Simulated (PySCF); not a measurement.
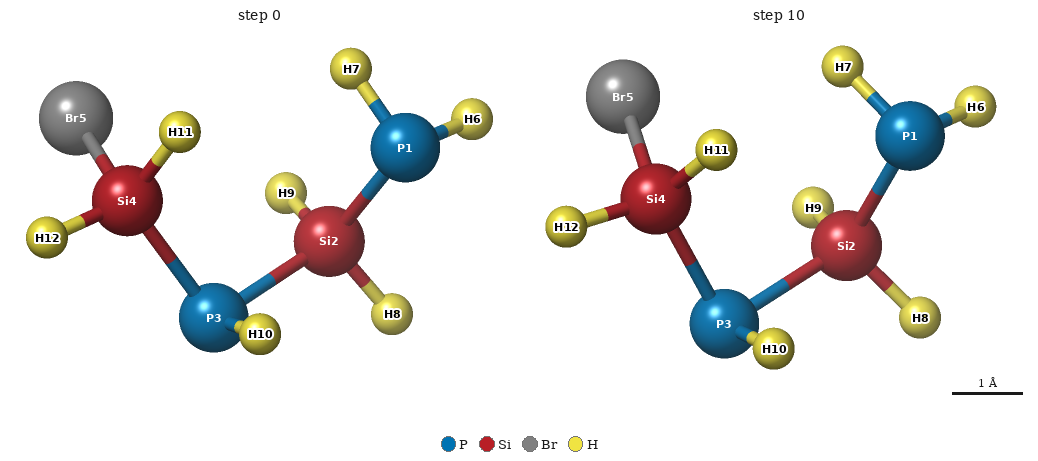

The structure of Si2P2H7Br before (left) and after (right) a relaxation, at one scale.

A ball-and-stick model, seen at a tilt.

The start comes from GFN2-xTB. Its atoms were then displaced at random by about 0.01 Å.

Theory: PBE0-D3(BJ)/def2-SVP geometry optimisation, gas phase in PySCF. 

> Describe what moved and what it gained.

The largest move after the best rigid fit is that of Br5, 0.51 Å. Largest moves by element: Br 0.51 Å, H 0.41 Å, P 0.26 Å, Si 0.14 Å. Among the contacts that change: P3–H10 1.355 → 1.432 Å, Si4–H12 1.429 → 1.489 Å, Si2–H8 1.444 → 1.495 Å, P1–Si2 2.220 → 2.269 Å. Among the angles between lasting bonds that change: Si2–P3–Si4 102.9° → 96.9°, H11–Si4–H12 113.9° → 109.7°, Br5–Si4–H11 103.4° → 107.2°. Over 10 geometry steps the energy falls by 0.269 eV. The run took 2.1 min on 1 thread of Arm Neoverse V1, on a shared host.
